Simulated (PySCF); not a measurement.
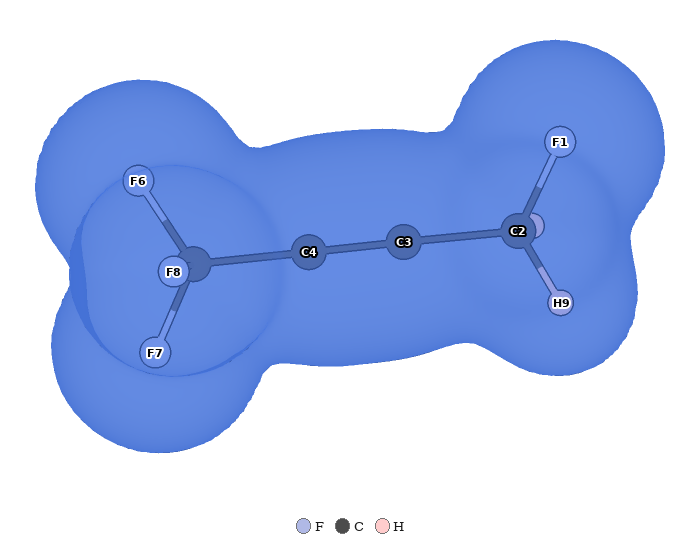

C₄H₂F₄ (SMILES FCC#CC(F)(F)F). Isosurface of the total electron density at 0.05 e/Å³ (blue), seen at a tilt.

Geometry: PBE0-D3(BJ)/def2-SVP.

All numbers below come from CAM-B3LYP/def2-SVPD, SCF density, gas phase in PySCF.

```csv
atom,x (Å),y (Å),z (Å)
F,2.7290,0.2035,-0.6609
C,2.0761,-0.0839,0.5022
C,0.6276,-0.0308,0.3372
C,-0.5731,0.0177,0.2130
C,-2.0321,0.0690,0.0596
F,-2.4529,-0.8178,-0.8394
F,-2.6389,-0.2009,1.2151
F,-2.4316,1.2743,-0.3401
H,2.3798,0.6414,1.2771
H,2.3678,-1.0926,0.8427
```

Question: Which contacts does the surface bridge?

Answer: At this value the surface is in one piece. It bridges the sampled C–C (1.21 Å), C–F (1.33 Å) and C–H (1.10 Å) contacts, where the density stays above the isovalue. On the grid the lowest density along these lines, outside the cores, is 2.7 e/Å³ (C–C, 1.21 Å), 1.9 e/Å³ (C–F, 1.33 Å) and 1.9 e/Å³ (C–H, 1.10 Å).
